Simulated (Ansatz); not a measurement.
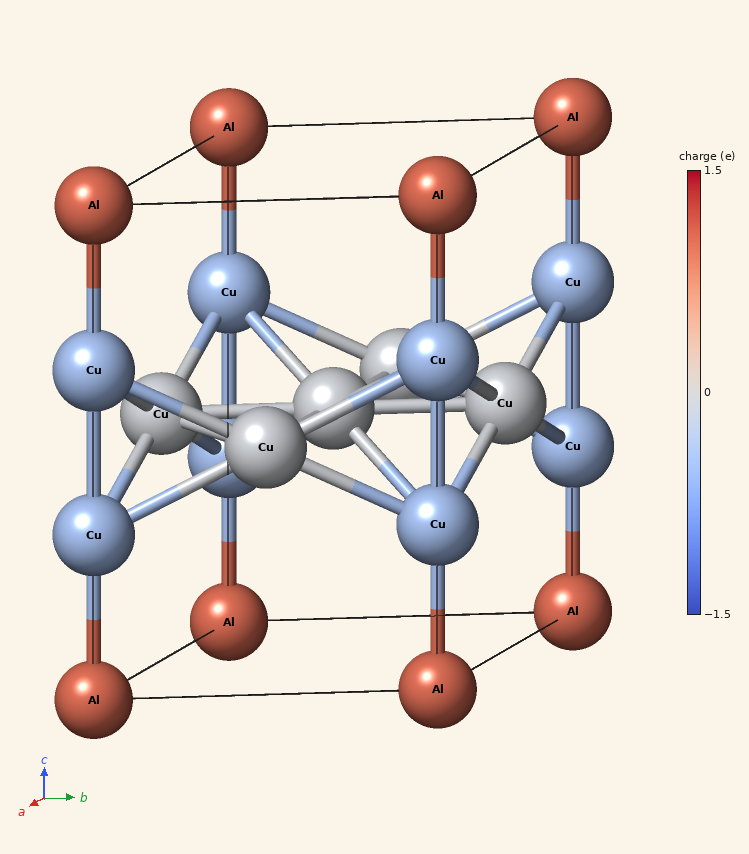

This ball-and-stick model is shown slightly off an axis. The wireframe shows the simulation cell. The atoms of this AlCu5 cell are coloured by their Bader charge.

Theory: DFT PBE, scalar-relativistic, plane waves, PAW in Ansatz. Numerical settings: E_cut = 420 eV, 12×12×6 k-points, Gaussian smearing of 0.1 eV, no spin polarisation.

Describe the charge distribution among the elements.

Answer. Most positive: Al; most negative: Cu. Charges: about Al +1.0 e; Cu -0.5 to 0.0 e.

Origin of the cell: a random cell made by a generator, so it need not be a real form of the compound. Earlier steps of the study, as a rule a relaxation of our own, may have changed the cell and positions, so they can lie some per cent off the listed ones. Ansatz was used for an electronic-structure calculation on it.
